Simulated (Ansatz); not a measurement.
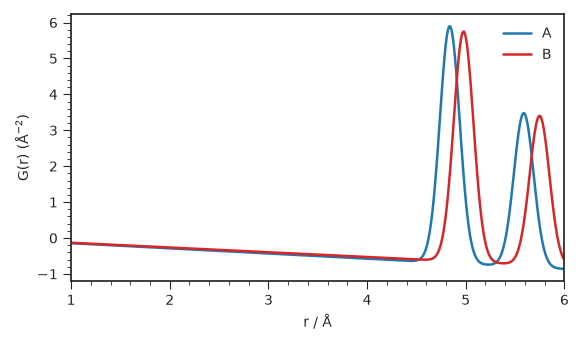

Computed X-ray G(r), with each pair weighted by the product of the atomic numbers (X-ray weights at Q = 0) and a uniform peak width σ = 0.10 Å. No termination ripples are included. Both curves are of Rb in space group Im-3m, for two cells of different size. A: the input geometry of an electronic-structure calculation (not necessarily at equilibrium); B: the input geometry of an electronic-structure calculation (not necessarily at equilibrium).

Question: How does the volume of B compare with that of A?

Answer: Cell B is larger: the volume of B is 8.8 % above that of A (87.34 and 94.98 Å³ per atom), a mean linear change of 2.8 %. The shortest distance is 4.841 Å in A and 4.978 Å in B.

Question: Give both cells.

Answer: Cell A: a = 5.590 Å, b = 5.590 Å, c = 5.590 Å, α = 90.00°, β = 90.00°, γ = 90.00°
Cell B: a = 5.749 Å, b = 5.749 Å, c = 5.749 Å, α = 90.00°, β = 90.00°, γ = 90.00°
